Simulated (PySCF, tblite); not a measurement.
# C₃H₁₀BN: geometry, infrared bands, NMR shifts, spin-spin couplings, electronic excitations and core binding energies

Wanted: the infrared bands, NMR shifts, spin-spin couplings, electronic excitations and core binding energies of C₃H₁₀BN (`C=C[BH2-][NH2+]C`), by calculation.

Computed with tblite 0.8.0 and PySCF 2.14.0, with density-fitted response routines of our own, on a single molecule in the gas phase. Atoms count from 0, in the outputs and in this text.

### 1 Starting geometry

15 atoms, charge 0, multiplicity 1; geometry from: force field or distance geometry start.

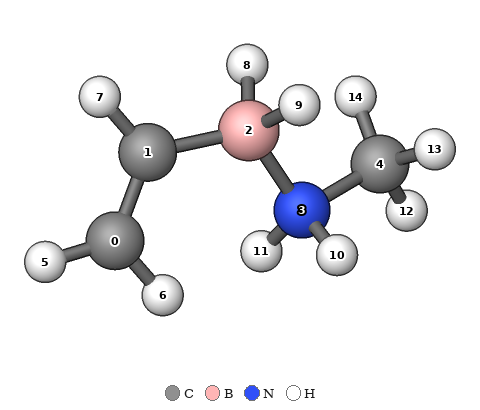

As it starts; carbon grey, boron pink, nitrogen blue, hydrogen white, atoms numbered.

### 2 Relaxing the molecule with GFN2-xTB

Job settings and geometry (Å):

```
{"job": {"kind": "relax", "xc": "GFN2-xTB", "basis": "xTB"}, "charge": 0, "multiplicity": 1}
C      2.175200    -0.598000     0.262000
C      1.691200     0.547300    -0.226000
B      0.214700     0.655400    -0.611300
N     -0.672100    -0.510200    -0.216100
C     -2.041900     0.015700    -0.268200
H      3.192000    -0.754900     0.561000
H      1.487700    -1.431100     0.363700
H      2.376000     1.397100    -0.321400
H     -0.238900     1.643700    -0.127700
H      0.038600     0.798200    -1.801300
H     -0.676700    -1.285300    -0.944200
H     -0.460700    -0.920600     0.715700
H     -2.712100    -0.615800     0.332400
H     -2.320000     0.013500    -1.350600
H     -2.057300     1.053000     0.104300
```

Command:

```sh
$ OMP_NUM_THREADS=1 python probes_run.py task.json out
```

This one command runs all jobs of the session in turn.

**Question.** This job is followed by: GFN2-xTB harmonic vibrations, gas phase; PBE0-D3(BJ)/def2-SVP geometry optimisation, gas phase; GIAO PBE0/pcSseg-1 NMR shielding, non-relativistic, gas phase; B3LYP/pcJ-1 indirect spin-spin coupling, non-relativistic, gas phase; TDDFT CAM-B3LYP/def2-SVPD, vertical, gas phase, core orbitals frozen in the response; GIAO PBE0/pcSseg-2 NMR shielding, non-relativistic, gas phase; delta-SCF UKS SCAN, pcX-2 on the ionised atom, pcseg-1 elsewhere, spin-free X2C. Predict these results of the whole session: strongest single infrared mode (GFN2-xTB); zero-point energy (GFN2-xTB); point group; rotational constants (main isotopes); 13C shifts against TMS (PBE0/pcSseg-1); 1H shifts against TMS (PBE0/pcSseg-1, means over atoms taken as alike); 11B shifts against BF3·OEt2 (PBE0/pcSseg-1); 15N shifts against NH3 (PBE0/pcSseg-1); largest coupling of the table (B3LYP/pcJ-1); lowest singlet (CAM-B3LYP/def2-SVPD); brightest single state of those computed; lowest triplet; vertical ionisation energy (ΔSCF); C1s binding energies, SCAN/pcX-2 (standing for 2 of 3 atoms); B1s binding energies, SCAN/pcX-2; N1s binding energies, SCAN/pcX-2; range of the shift of C1.

As calculated:

```
                                                              quantity                                   value
                             strongest single infrared mode (GFN2-xTB)                   2414 cm⁻¹, 261 km/mol
                                          zero-point energy (GFN2-xTB)                           81.3 kcal/mol
                                                           point group                                      Cs
                                  rotational constants (main isotopes)                   12.47, 2.50, 2.17 GHz
                                13C shifts against TMS (PBE0/pcSseg-1)                  166.0, 112.5, 33.1 ppm
1H shifts against TMS (PBE0/pcSseg-1, means over atoms taken as alike)  7.03, 5.21, 4.47, 2.68, 2.64, 2.55 ppm
                           11B shifts against BF3·OEt2 (PBE0/pcSseg-1)                               -16.1 ppm
                                15N shifts against NH3 (PBE0/pcSseg-1)                                49.8 ppm
                           largest coupling of the table (B3LYP/pcJ-1)                 1J(C,H) C0–H5, 169.4 Hz
                                  lowest singlet (CAM-B3LYP/def2-SVPD)             5.80 eV (214 nm), f = 0.006
                              brightest single state of those computed             state 2, 6.88 eV, f = 0.290
                                                        lowest triplet                                 4.35 eV
                                     vertical ionisation energy (ΔSCF)                                 8.75 eV
          C1s binding energies, SCAN/pcX-2 (standing for 2 of 3 atoms)                 C4 292.68, C0 289.38 eV
                                      B1s binding energies, SCAN/pcX-2                            B2 193.86 eV
                                      N1s binding energies, SCAN/pcX-2                            N3 407.60 eV
                                              range of the shift of C1                      166.0 to 171.4 ppm
```

What this shows: All 39 modes are real, so the xTB geometry is a minimum. The strongest single mode, at 2414 cm⁻¹, moves mainly H8 and H9. GFN2-xTB is a fitted tight-binding method: band positions and strengths are rough. Its intensities can rank the bands wrongly. The optimisation took 8 steps and gained 0.167 eV; among the close pairs (by a distance rule), B2–H9 changed most, from 1.173 to 1.230 Å (PBE0/def2-SVP). The most deshielded hydrogen is H7 (hydrogen on an alkene CH), at 7.03 ppm: attached to an sp2 carbon and in the plane of the double bond. At PBE0/pcSseg-1: The largest span, 292 ppm, is at C1, where the paramagnetic term is -239 ppm. In the run at B3LYP/pcJ-1, the largest coupling of the table is C0–H5, 169.4 Hz, of which the Fermi-contact term gives 168.2 Hz. Couplings across rotatable bonds belong to this one conformer; where others are populated, the observed values are averages, and the simulated multiplets take (2 J gauche + J anti)/3 across rotating chain bonds. The first singlet state (HOMO→LUMO 0.89, HOMO→LUMO+1 0.09) lies at 5.80 eV and is weak; of the 10 states computed, the strongest absorption comes from state 2 at 6.88 eV. The lowest triplet lies 1.44 eV below the lowest singlet (triplets in Tamm-Dancoff, singlets in full TDDFT). ΔSCF puts the ionisation energy at 8.75 eV, 0.87 eV above −ε(HOMO). The C1s levels kept as sound span 3.30 eV, from C0 (terminal =CH2 carbon) up to C4 (methyl carbon bonded to N). Only 2 of the 3 C atoms are covered by sound results. In ppm, C1 moves most: its shift spreads over 5.4 ppm, from 166.0 (PBE0/pcSseg-1) to 171.4 (PBE0/pcSseg-2).
